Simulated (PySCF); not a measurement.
# MgCd: bond curves at several levels of theory

Aim: find the lowest electronic state of MgCd, scan its bond at several levels of theory, and get bond length, wavenumber and dissociation energy from each curve.

Program: PySCF 2.14.0. Level of theory: Mg def2-SVP, Cd def2-SVP with ECP28, scalar-relativistic core potentials. These are calculated values, not measurements.

## 1. Set-up

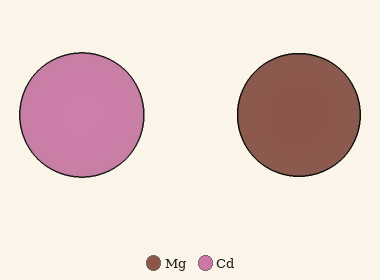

The two atoms at the starting distance (magnesium brown, cadmium pink).

Settings of the job:

```
atoms                         : Mg, Cd
charge                        : 0
basis                         : Mg def2-SVP, Cd def2-SVP with ECP28
Hamiltonian                   : scalar-relativistic core potentials
basis functions               : 49
electrons treated             : 32
masses in u                   : 23.9850, 113.9034
levels                        : PBE0, PBE, r²SCAN, B97-3, BHandHLYP, MN15, CAM-B3LYP, HF, MP2, SCS-MP2, CCSD, CCSD(T)
grid                          : 80 radial by 434 angular points
occupations                   : held fixed by the projection of orbital angular momentum
dissociation limit            : Mg + Cd, each in its ground configuration
starting distance in angstrom : 2.755
values of 2S to try           : 0, 2
```

On the command line:

```
> OMP_NUM_THREADS=1 python dia.py task.json out
```

The runs that follow: PBE0 along the bond; Other states along the same grid; PBE; r²SCAN; B97-3 (global hybrid GGA); BHandHLYP (global hybrid GGA); MN15; CAM-B3LYP (range-separated hybrid); RHF; Adding correlation.

**Question.** What will these runs give? Wanted: for each run, Re; ωe; De; μ.

**Answer**, as computed:

Lowest PBE0 solution found, without spin–orbit coupling: ¹Σ⁺ (singlet), closed shell. The other levels ran on it alone.

| level | Re (Å) | ωe (cm⁻¹) | De (eV) | μ (D) |
| --- | --- | --- | --- | --- |
| RHF-MP2 | 3.942 | 36.2 | 0.052 | n/a |
| RHF-SCS-MP2 | 4.295 | 25.4 | 0.031 | n/a |
| PBE | 3.465 | 70.4 | 0.103 | -0.05 |
| r²SCAN | 3.410 | 74.6 | 0.094 | -0.09 |
| PBE0 | 3.578 | 61.1 | 0.078 | 0.00 |
| B97-3 | 3.874 | 39.4 | 0.029 | -0.06 |
| MN15 | 3.657 | 52.1 | 0.114 | -0.35 |
| BHandHLYP | 4.427 | 15.3 | 0.001 | -0.06 |
| CAM-B3LYP | 4.230 | 20.9 | 0.007 | -0.06 |

De is counted to Mg + Cd in their ground configurations. A positive dipole means Mg(−)Cd(+). No constants: RHF (no minimum is bracketed among the points kept); RHF-CCSD (no minimum is bracketed among the points kept); RHF-CCSD(T) (no minimum is bracketed among the points kept).

What this shows: Bond lengths run from 3.410 Å (r²SCAN) to 4.427 Å (BHandHLYP). Of the levels with a De here, BHandHLYP gives the least (0.001 eV) and MN15 the most (0.114 eV).

Correlated steps freeze 1 core orbital. The bond is weak, and basis-set superposition, which was not computed, may be a sizeable part of it. Spin–orbit coupling is left out.
